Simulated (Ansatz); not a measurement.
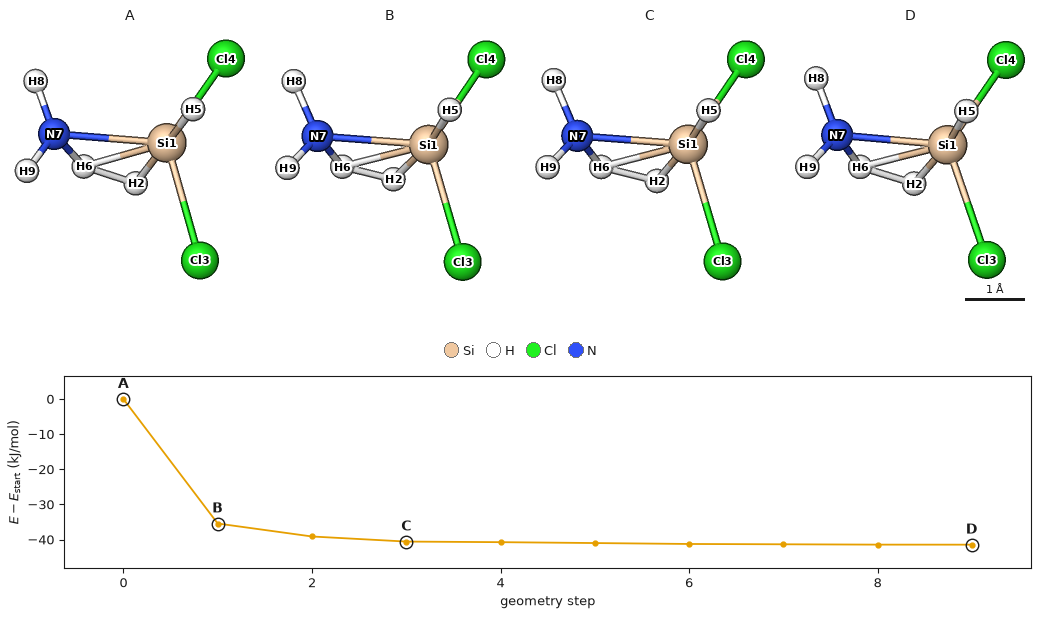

Frames of a saddle-point search of SiNH$_{5}$Cl$_{2}$, marked on the history of the run. The picture is a ball-and-stick view, seen at a tilt.

Computed with Ansatz, RKS CAM-B3LYP-D4/cc-pVDZ.

The input:
```yaml
crystal:
  periodic: [false, false, false]
  atoms:
    - {symbol: Si, position_ang: [-0.498627, -0.529651, -0.024739]}
    - {symbol: H, position_ang: [1.121246, -1.014342, 0.421406]}
    - {symbol: Cl, position_ang: [-0.066601, -1.596405, -1.802517]}
    - {symbol: Cl, position_ang: [-1.117070, -1.252173, 1.816888]}
    - {symbol: H, position_ang: [-1.987010, -0.038906, -0.535161]}
    - {symbol: H, position_ang: [1.156427, 0.038550, 0.274922]}
    - {symbol: N, position_ang: [0.476907, 1.125529, -0.024283]}
    - {symbol: H, position_ang: [0.265322, 1.691257, 0.718482]}
    - {symbol: H, position_ang: [0.643114, 1.538000, -0.949585]}
basis:
  gaussian: {orbitals: cc-pVDZ}
hamiltonian: {xc: {name: CAM-B3LYP}, dispersion: d4}
saddle:
  f_tol: 0.05
  max_steps: 40
  mode_guess:
    - [-0.1458, 0.2950, -0.0720]
    - [0.2705, 0.2213, 0.0403]
    - [0.0514, 0.0602, 0.1367]
    - [0.1196, 0.0176, -0.1076]
    - [-0.1323, 0.0299, -0.0308]
    - [0.1694, -0.7665, 0.1434]
    - [-0.1761, 0.0686, -0.0507]
    - [-0.0894, 0.0468, -0.0278]
    - [-0.0673, 0.0271, -0.0314]
```

Launched with:
```bash
ansatz run in.yaml --threads 4 --pin off --events-out ev --progress --plain --max-ram 9574MiB
```

What happens along the run?

After 9 geometry steps the energy has fallen by 41.4 kJ/mol. Largest force component: 3.8 eV/Å at the start, 0.0027 eV/Å at the end. The largest move after the best rigid fit is that of H5, 0.14 Å. Largest moves by element: H 0.14 Å, Cl 0.12 Å, Si 0.07 Å, N 0.07 Å. Some distances before and after: Si1–H5 1.648 → 1.492 Å, Si1–H6 1.775 → 1.897 Å, N7–H8 0.957 → 1.024 Å, Si1–H2 1.749 → 1.796 Å. Bond angles that change, for instance: H8–N7–H9 119.8° → 109.1°, Si1–N7–H6 63.3° → 70.7°, Cl3–Si1–N7 109.3° → 113.7°. From step 0 to 1: H atoms move most (0.10 Å), energy −35.4 kJ/mol. From step 1 to 3: H2 moves most (0.07 Å), energy −5.14 kJ/mol. From step 3 to 9: Cl3 moves most (0.08 Å), energy −0.88 kJ/mol.

```csv
step,"E − E(0), kJ/mol","largest force component, eV/Å"
0,0.00,3.7899
1,-35.42,0.9499
2,-39.11,0.6048
3,-40.56,0.3362
4,-40.73,0.2920
5,-40.98,0.1884
6,-41.24,0.0525
7,-41.33,0.0490
8,-41.43,0.0188
9,-41.44,0.0027
```
